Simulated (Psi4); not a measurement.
# [NH2]− (SMILES [NH2-]): CCSD/aug-cc-pVTZ

Aim: the energy change on altering one bond length of [NH2]− at CCSD/aug-cc-pVTZ, from 2 runs. 

The calculation is run with Psi4 1.11.

5 further runs of the same task are left out: 2 that didn't finish, 3 set aside as unsound or not needed.

**1. The molecule**

[NH2]− has 3 atoms, charge -1, and is taken as a singlet. SMILES: `[NH2-]`. The coordinates come from a PBE0-D4/def2-TZVPD relaxation.

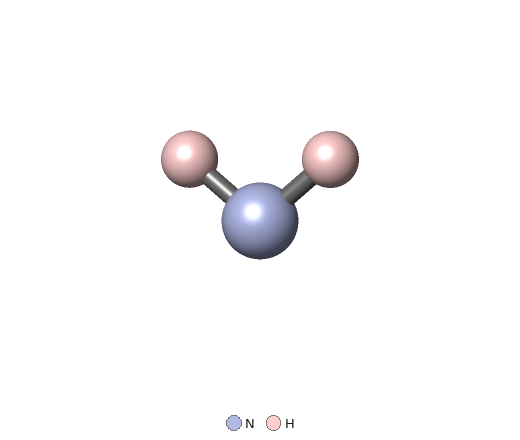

The structure, seen from a chosen angle (nitrogen light blue, hydrogen pink).

**2. A single-point energy at CCSD/aug-cc-pVTZ**

Input file h2n.in:

```
memory 1600 MB

molecule {
  -1 1
  N      0.64666428    -0.38361440     0.31879680
  H      0.23716063     1.51404857     0.29479728
  H     -0.88382491    -1.13043417    -0.61359407
  units bohr
  symmetry c1
}

set {
  basis           aug-cc-pVTZ
  puream          true
  e_convergence   1e-09
  d_convergence   1e-08
  scf_type        pk
  num_frozen_docc 1
}

energy("ccsd")
```

The run is started by

```bash
$ psi4 -i h2n.in -o h2n.out -n 1
```

h2n.out:

```text
[...]
  Running in c1 symmetry.
[...]
  Nuclear repulsion =    7.542852420928845
[...]
  Multiplicity = 1
[...]
  Nalpha       = 5
  Nbeta        = 5
[...]
    Number of basis functions: 92
[...]
   @RHF iter   1:   -55.32257566936029   -5.00418e-01   7.29603e-03 DIIS/ADIIS
[...]
   @RHF iter  11:   -55.54843411984385   -4.89564e-12   2.80518e-09 DIIS
[...]
    Orbital Energies [Eh]
    ---------------------
    Doubly Occupied:
       1A    -15.225902     2A     -0.760625     3A     -0.289697
       4A     -0.142970     5A     -0.049041
[...]
  @RHF Final Energy:   -55.54843411984385
   => Energetics <=
    Nuclear Repulsion Energy =              7.5428524209288454
    One-Electron Energy =                 -93.2461025786359414
    Two-Electron Energy =                  30.1548160378632346
    Total Energy =                        -55.5484341198438543
[...]
 Multipole Moments:
 ------------------------------------------------------------------------------------
     Multipole            Electronic (a.u.)      Nuclear  (a.u.)        Total (a.u.)
 ------------------------------------------------------------------------------------
 L = 1.  Multiply by 2.5417464519 to convert [e a0] to [Debye]
 Dipole X            :          0.4156562           -0.9370214           -0.5213652
 Dipole Y            :         -0.2223991            0.5013879            0.2789888
 Dipole Z            :         -0.0000000           -0.0000000           -0.0000000
 Magnitude           :                                                    0.5913176
[...]
      * MP2 total energy                      =  -55.809441946080433
[...]
      * CCSD total energy                     =  -55.812088524353122
[...]
```

Run time: 66 s. Hardware: 1 thread of Intel Xeon at 2.50GHz (Skylake/Cascade Lake), shared host; peak memory 1.1 GiB.

**3. The distorted shape, same level**

Input file calc.inp:

```
memory 1.6 GB

molecule {
  -1 1
  N      0.374704    -0.353627     0.170605
  H      0.125500     0.801200     0.156000
  H     -0.435196    -0.748827    -0.322795
  symmetry c1
}

set basis aug-cc-pVTZ
set puream true
set e_convergence 1e-09
set d_convergence 1e-08
set scf_type pk
set num_frozen_docc 1

result, w = energy("ccsd", return_wfn=True)
```

The run is started by

```bash
$ psi4 -n 1 calc.inp calc.out
```

calc.out:

```text
[...]
  Running in c1 symmetry.
[...]
  Nuclear repulsion =    7.048926975365097
[...]
  Multiplicity = 1
[...]
  Nalpha       = 5
  Nbeta        = 5
[...]
    Number of basis functions: 92
[...]
   @RHF iter   1:   -55.30247679098211   -5.52858e-01   7.22768e-03 DIIS/ADIIS
[...]
   @RHF iter  12:   -55.53283618423648   -3.88667e-12   3.21459e-09 DIIS
[...]
    Orbital Energies [Eh]
    ---------------------
    Doubly Occupied:
       1A    -15.248019     2A     -0.739456     3A     -0.266290
       4A     -0.141136     5A     -0.055344
[...]
  @RHF Final Energy:   -55.53283618423648
   => Energetics <=
    Nuclear Repulsion Energy =              7.0489269753650969
    One-Electron Energy =                 -92.2630367872912984
    Two-Electron Energy =                  29.6812736276897233
    Total Energy =                        -55.5328361842364870
[...]
 Multipole Moments:
 ------------------------------------------------------------------------------------
     Multipole            Electronic (a.u.)      Nuclear  (a.u.)        Total (a.u.)
 ------------------------------------------------------------------------------------
 L = 1.  Multiply by 2.5417464519 to convert [e a0] to [Debye]
 Dipole X            :          0.4859738           -0.9610595           -0.4750857
 Dipole Y            :         -0.4991000            0.6253987            0.1262987
 Dipole Z            :         -0.0000000            0.0000000           -0.0000000
 Magnitude           :                                                    0.4915870
[...]
      * MP2 total energy                      =  -55.796801588805160
[...]
      * CCSD total energy                     =  -55.799858067827820
[...]
```

Wall time 53 s (1 thread of Intel Xeon at 2.50GHz (Skylake/Cascade Lake), shared host); peak memory 1.1 GiB.

**4. What came out**

At CCSD/aug-cc-pVTZ, 1 core orbital frozen:

| quantity | value |
| --- | --- |
| first shape: total energy | -55.81209 Eh |
| first shape: HOMO energy (Hartree–Fock orbitals) | -1.33 eV |
| first shape: LUMO energy (Hartree–Fock orbitals) | 4.50 eV |
| first shape: HOMO–LUMO gap (to an unbound level, set by the basis) | 5.83 eV |
| first shape: correlation energy (1 core orbital frozen) | -263.7 mEh |
| first shape: T1 diagnostic | 0.017 |
| distorted shape: total energy | -55.79986 Eh |
| distorted shape: HOMO energy (Hartree–Fock orbitals) | -1.51 eV |
| distorted shape: LUMO energy (Hartree–Fock orbitals) | 4.50 eV |
| distorted shape: HOMO–LUMO gap (to an unbound level, set by the basis) | 6.01 eV |
| distorted shape: correlation energy (1 core orbital frozen) | -267.0 mEh |
| distorted shape: T1 diagnostic | 0.020 |
| energy change with the N1–H2 bond stretched from 1.027 to 1.181 Å | 0.333 eV |

What this shows: With the N1–H2 bond stretched from 1.027 to 1.181 Å the energy rises by 0.33 eV (7.7 kcal/mol). The first shape isn't relaxed at this level, so the change isn't measured from a minimum.
